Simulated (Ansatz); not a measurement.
## Electronic structure of H4O3Si···H2 in real space

```xyz
10

Si    0.7948   -0.2289   -0.2293
H    -1.4220    1.5797    2.5347
O     1.7970    0.0585   -1.5048
H     1.3359    0.3030   -2.3161
O    -0.6499    0.4329   -0.6917
H    -1.3616    0.3974   -0.0423
H     0.6570   -1.6627    0.1052
O     1.4280    0.4462    1.1349
H     1.8202    1.3198    1.0109
H    -0.7581    1.3403    2.2933
```

These are results of RKS PBE0-D4/6-31G* (Ansatz 0.2.0), not measurements.

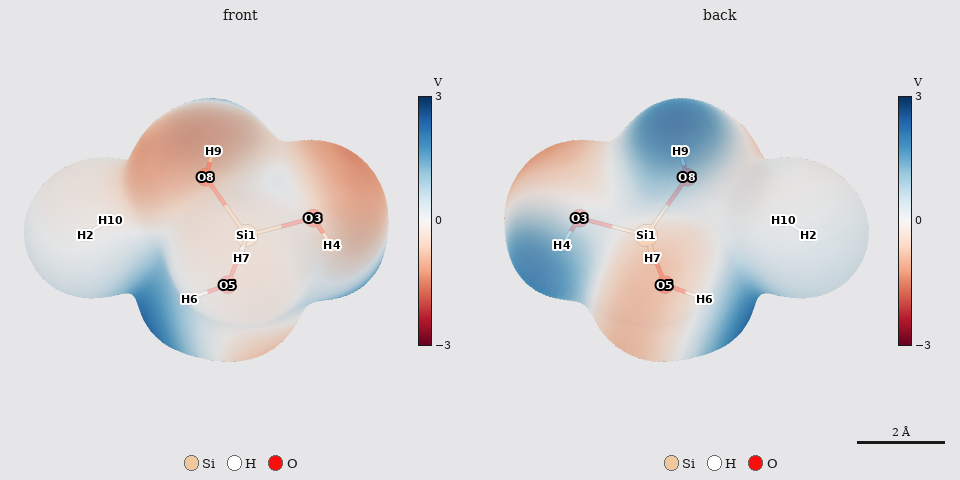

Figure 1. The molecular electrostatic potential painted on the density surface at 0.001 e/bohr³, seen from the front and from behind; red is negative and blue positive.

### Describe the electrostatic potential map.

The most negative region (about −1.3 V) lies over O3 and O8, the most positive (about +2.2 V) over H6 and H9.

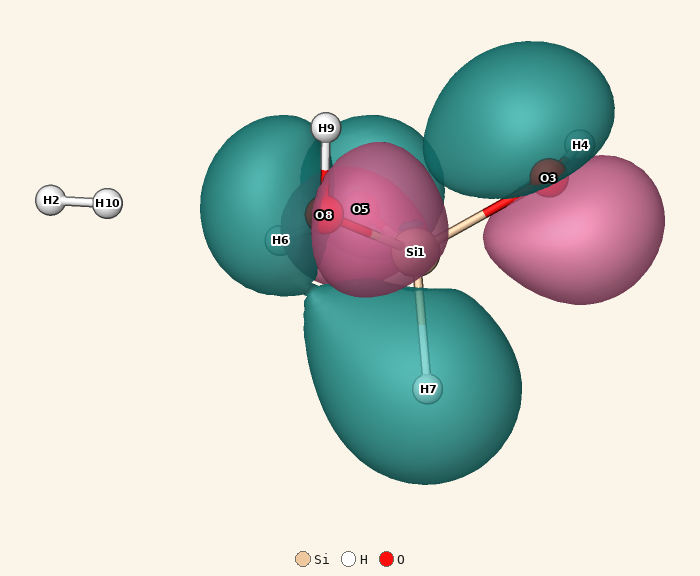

Figure 2. The HOMO at ±0.08 Å⁻³ᐟ² (teal and pink are the two phases), seen from one side.

### What is the character of this orbital?

By Hirshfeld shares it lies mainly on O3 (about 35 %), O8 (about 20 %), Si1 (about 15 %), H7 (about 15 %) and O5 (about 10 %). Its energy is −8.81 eV.

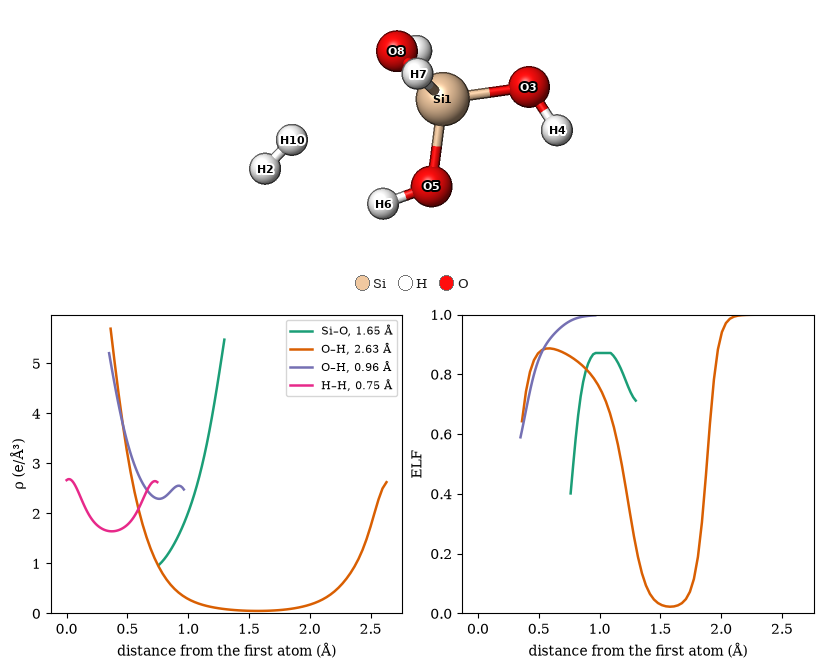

Figure 3. Electron density and electron localisation function along straight lines between neighbouring atoms. The curves leave out the atomic cores. The structure is drawn too.

### What can be read from the curves?

Si–O (1.65 Å): the density is about 1.2 e/Å³ at the midpoint; the ELF peaks at about 0.85 between the atoms: a shared but strongly polarised pair.
O8···H10 (2.63 Å): the density falls to about 0.05 e/Å³ on the way; the ELF dips to about 0 between them (a weak contact between the two molecules).
O–H (0.96 Å): the density is about 3.6 e/Å³ at the midpoint; the ELF climbs to about 1 towards the hydrogen, as it does in any bond to H; a covalent bond by its length.
H–H (0.75 Å): ρ at the midpoint is about 1.6 e/Å³; the ELF is about 1 at the midpoint.
